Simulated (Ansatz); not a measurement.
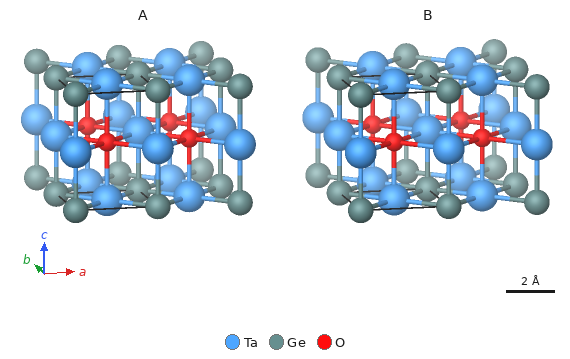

Two geometries of crystalline Ta2GeO (a generated structure, set up in Cmmm) (coarse preliminary run), drawn at one scale. One is the start of a relaxation, the other its converged end. A ball-and-stick model of the cell of the calculation, repeated 2 × 2 × 1 with one cell outlined, seen slightly off an axis.

Level of theory: Ansatz 0.2.0, DFT PBE, scalar-relativistic, plane waves, PAW. Settings: plane-wave cutoff 420 eV; k-point mesh 4 × 4 × 4; occupations gaussian; smearing width 0.1 eV; no spin polarisation; cell and atoms relaxed; force threshold 0.04 eV/Å; at most 70 steps.

### Which one is relaxed?

Structure A is the relaxed one. No atom moves by more than 0.005 Å relative to the cell. The volume changes by −12.2 %, with a = b 3.768 → 3.519 Å (−6.6 %), c 4.906 → 4.942 Å (+0.7 %), γ 90.6° → 90.0°. Some distances before and after: O–Ta 2.678 → 2.488 Å, Ge–Ta 2.678 → 2.488 Å, Ge–Ta 2.651 → 2.488 Å, O–Ta 2.651 → 2.488 Å. The space group (tolerance 0.01 Å) goes from Cmmm (No. 65) to P4/mmm (No. 123). After 3 accepted moves (4 points after the start) the energy has fallen by 0.595 eV per cell of the calculation. All forces vanish by symmetry, so only the cell relaxes. Pressure: −14.39 GPa at the start and 0.11 GPa at the end. The SCF was repeated once at an unchanged geometry on a basis and grid sized afresh for the cell, which shifted the energy by 5.6 meV per cell of the calculation at most.

Limits of the set-up: the k-point mesh is coarse for a cell with partly filled bands.
